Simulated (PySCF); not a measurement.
Input

```
{"job": {"kind": "nmr", "xc": "PBE0", "basis": "pcSseg-1"}, "charge": 0, "multiplicity": 1}
C     -1.639404     1.422914    -0.541008
C     -1.637205    -0.104021    -0.623070
Si    -1.736580    -0.837507     1.152032
Si     0.439286    -0.704410     1.972427
Si     1.620124    -0.796000    -0.053348
C      2.870976     0.656213    -0.235956
Cl     2.021205     2.211754    -0.025873
Si    -0.107294    -0.703519    -1.622982
H     -0.766050     1.788018    -0.003146
H     -1.627220     1.869616    -1.534623
H     -2.526023     1.788043    -0.023464
H     -2.536993    -0.405798    -1.167245
H     -2.795175    -0.123296     1.880415
H     -2.207279    -2.226968     1.035733
H      0.703251     0.495960     2.776815
H      0.765260    -1.809424     2.885033
H      2.521016    -1.954676    -0.231465
H      3.344304     0.693779    -1.214916
H      3.653094     0.630133     0.519622
H      0.049431     0.167506    -2.795981
H     -0.417645    -2.041375    -2.149472
```

Command:

```sh
OMP_NUM_THREADS=1 python probes_run.py task.json out
```

Geometry: GFN2-xTB.

The calculation used PBE0/pcSseg-1, SCF density, gas phase, non-relativistic in PySCF.

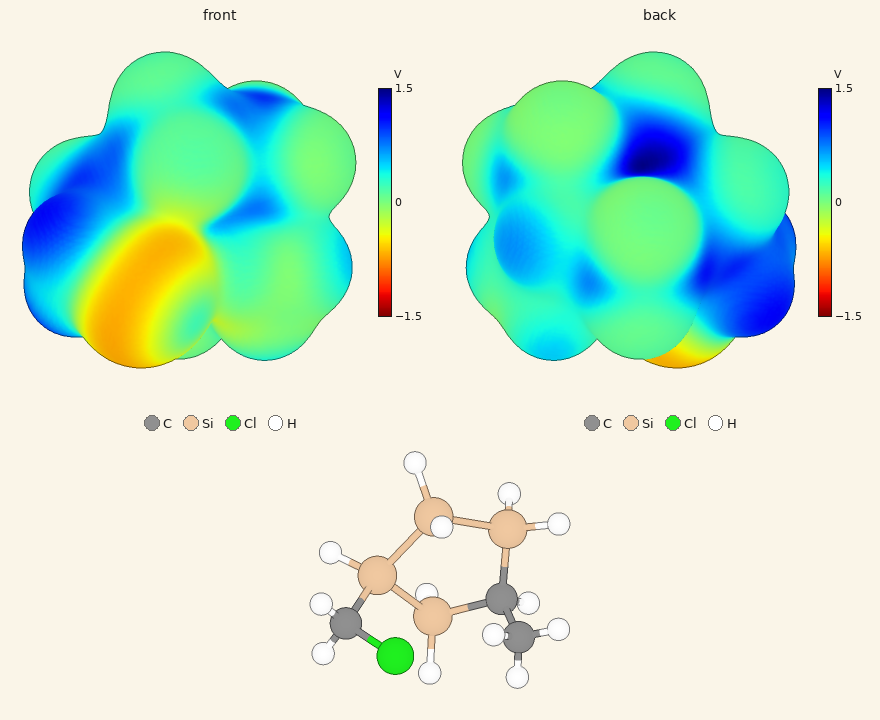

C$_{3}$H$_{13}$ClSi$_{4}$. The molecular electrostatic potential painted on the density surface at 0.002 e/bohr³, seen from the front and from behind; the colour scale runs from red (negative) to blue (positive). The bare structure is drawn below in the same view.

**Where is the surface potential most negative and most positive?**

The most negative region (about −0.7 V) lies over Cl7, the most positive (about +1.4 V) over Si3, Si4, Si5 and Si8. Cl7 shows a σ-hole: about +0.2 V at the tip opposite its bond, against about −0.4 V on its flanks.

**What dipole moment does the calculation give?**

Its dipole moment is 1.06 D.
